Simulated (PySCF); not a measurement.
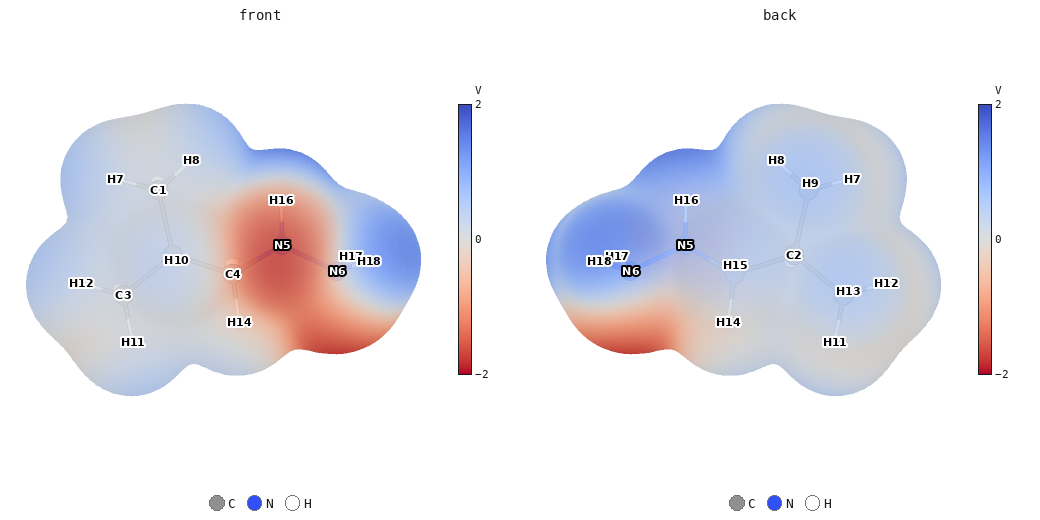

*C$_{4}$H$_{12}$N$_{2}$. The molecular electrostatic potential painted on the density surface at 0.002 e/bohr³, seen from the front and from behind; the colour scale runs from red (negative) to blue (positive).*

Geometry: GFN2-xTB.

These are results of CAM-B3LYP/def2-SVPD, SCF density, gas phase (PySCF), not measurements.

Input

```
{"job": {"kind": "uv", "xc": "CAM-B3LYP", "basis": "def2-SVPD", "nstates": 8, "ntriplets": 3}, "charge": 0, "multiplicity": 1}
C     -0.953309     1.504479    -0.217602
C     -0.817006    -0.003057    -0.011394
C     -2.003591    -0.722575    -0.648503
C      0.489577    -0.539805    -0.602445
N      1.641576    -0.090090     0.159146
N      2.809966    -0.785594    -0.253181
H     -1.909714     1.851073     0.167479
H     -0.167069     2.044333     0.304019
H     -0.903595     1.749432    -1.277450
H     -0.804991    -0.211449     1.062742
H     -1.934203    -1.796100    -0.492241
H     -2.937251    -0.371736    -0.215132
H     -2.028778    -0.531926    -1.719747
H      0.500250    -1.630570    -0.540140
H      0.555257    -0.262022    -1.669787
H      1.745131     0.923971     0.067168
H      3.198535    -0.427319    -1.129343
H      3.510458    -0.694728     0.475236
```

Run with:

```sh
OMP_NUM_THREADS=1 python probes_run.py task.json out
```

Question: Where is the surface potential most negative and most positive?

Answer: The most negative region (about −1.7 V) lies over N6, the most positive (about +1.4 V) over H16, H17 and H18. N6 is the likeliest acceptor of a hydrogen bond.

Question: How polar is the molecule by this calculation?

Answer: Its dipole moment is 1.73 D.
